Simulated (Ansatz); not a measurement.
**CCSDTQ/STO-3G run of SiH2O2 (SMILES O[Si]O)**

Aim: the energy change on altering one bond length of SiH2O2 at CCSDTQ/STO-3G, from 2 runs. 

Program for the calculation: Ansatz 0.2.0.

47 further runs of the same task are left out: 1 that didn't finish, 46 set aside as unsound or not needed.

### Step 1. The system as given

The species is SiH2O2 (5 atoms), meant as a singlet with charge 0. SMILES: `O[Si]O`. Geometry: relaxed at PBE0-D4/def2-TZVP. This is one conformer, not always the lowest.

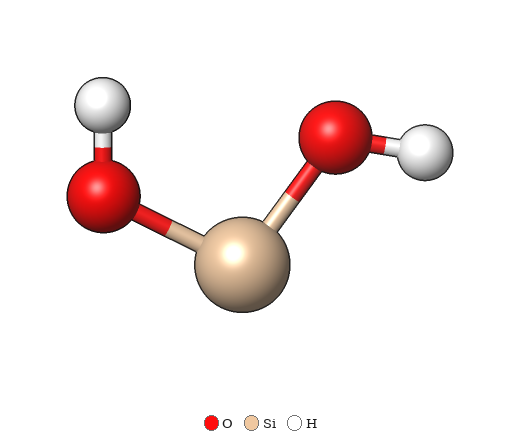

The structure, seen from a chosen angle (oxygen red, silicon light orange, hydrogen white).

### Step 2. The energy at CCSDTQ/STO-3G

File molecule.yaml:

```yaml
crystal:
  periodic: [false, false, false]
  atoms:
    - {symbol: O, position_ang: [-1.443200, -0.105600, -0.275000]}
    - {symbol: Si, position_ang: [-0.212000, -0.791300, 0.567700]}
    - {symbol: O, position_ang: [1.036000, 0.187500, 0.068600]}
    - {symbol: H, position_ang: [-1.231900, 0.648900, -0.836100]}
    - {symbol: H, position_ang: [1.901100, -0.013100, 0.433400]}
basis:
  gaussian:
    orbitals: STO-3G
correlation:
  method: ccsdtq
  frozen_orbitals: {H: 0, O: 1, Si: 5}
accuracy: high
scf:
  omitted_lower_state_checks: [cluster_reference, increment]
```

The run is started by

```console
$ ansatz run molecule.yaml --threads 1 --pin off --max-ram 2610MiB --events-out events.jsonl --progress --plain --runs-dir runs
```

Output (excerpt; [...] marks lines left out):

```text
Warning: RAYON_NUM_THREADS=1 ignored (pool sized by the plan → 1); use --threads N
Functional definition: HF
  name "HF"
[...]
386 factors; integrals over basis functions are off by at most 3.1e-8 eV
[...]
mean field -11821.97581161 eV, -434.4495978537 hartree, gradient 9.7e-9 eV, S^2 0.000000; 0 other end points of the search recorded, 0 dependent functions left out
7 core orbitals not correlated: weight in the atoms' cores, before any rotation towards them, 1.000 or more for the frozen orbitals, at most 0.000 for the correlated occupied ones
reference -11821.97581161 eV, -434.4495978537 hartree; 9, 9 occupied and 5, 5 virtual orbitals, 386 factors
second order -2.95035153 eV of doubles, -0.00000000 eV of singles
cycle   1  -3.23175549 eV  change   -2.8e-1 eV  update   1.1e-1
[...]
cycle  25  -3.77843298 eV  change   8.7e-10 eV  update   1.2e-9
Total energy: -11825.75424459 eV, -434.5884527047 hartree
Checks for a lower state left out: cluster_reference, increment
```

It took 8.4 s on 1 thread of Arm Neoverse V2, shared host; peak memory 0.15 GiB.

### Step 3. The distorted shape, same level

File run.yaml:

```yaml
crystal:
  periodic: [false, false, false]
  atoms:
    - {symbol: O, position_ang: [-1.755195, -0.350296, -0.150227]}
    - {symbol: Si, position_ang: [-0.523995, -1.035996, 0.692473]}
    - {symbol: O, position_ang: [1.036000, 0.187500, 0.068600]}
    - {symbol: H, position_ang: [-1.543895, 0.404204, -0.711327]}
    - {symbol: H, position_ang: [1.901100, -0.013100, 0.433400]}
basis:
  gaussian:
    orbitals: STO-3G
scf:
  omitted_lower_state_checks: [cluster_reference, increment]
correlation:
  method: ccsdtq
  frozen_orbitals: {H: 0, O: 1, Si: 5}
accuracy: high
```

The run is started by

```console
$ ansatz run run.yaml --threads 1 --pin off --max-ram 2610MiB --events-out events.jsonl --progress --plain --runs-dir runs
```

Output (excerpt; [...] marks lines left out):

```text
Warning: RAYON_NUM_THREADS=1 ignored (pool sized by the plan → 1); use --threads N
[... 2 set-up lines as earlier in the session ...]
[...]
381 factors; integrals over basis functions are off by at most 3.2e-8 eV
[...]
mean field -11819.99640817 eV, -434.3768561189 hartree, gradient 8.8e-9 eV, S^2 0.000000; 0 other end points of the search recorded, 0 dependent functions left out
7 core orbitals not correlated: weight in the atoms' cores, before any rotation towards them, 1.000 or more for the frozen orbitals, at most 0.000 for the correlated occupied ones
reference -11819.99640817 eV, -434.3768561189 hartree; 9, 9 occupied and 5, 5 virtual orbitals, 381 factors
second order -3.24858486 eV of doubles, -0.00000000 eV of singles
cycle   1  -3.56643497 eV  change   -3.2e-1 eV  update   1.4e-1
[...]
cycle  31  -4.31544514 eV  change   2.7e-10 eV  update   1.3e-9
Total energy: -11824.31185331 eV, -434.5354458026 hartree
Checks for a lower state left out: cluster_reference, increment
```

Wall time 9.3 s (1 thread of Arm Neoverse V2, shared host); peak memory 0.15 GiB.

### Step 4. What came out

Level: CCSDTQ/STO-3G, 7 core orbitals frozen.

| quantity | value |
| --- | --- |
| first shape: total energy | -434.58845 Eh |
| first shape: correlation energy (7 core orbitals frozen) | -138.9 mEh |
| first shape: T1 diagnostic | 0.021 |
| distorted shape: total energy | -434.53545 Eh |
| distorted shape: correlation energy (7 core orbitals frozen) | -158.6 mEh |
| distorted shape: T1 diagnostic | 0.030 |
| energy change with the Si2–O3 bond stretched from 1.663 to 2.078 Å | 1.442 eV |

What this shows: With the Si2–O3 bond stretched from 1.663 to 2.078 Å the energy rises by 1.44 eV (139 kJ/mol). The first shape isn't relaxed at this level, so the change isn't measured from a minimum. The minimal basis adds a large error of its own.
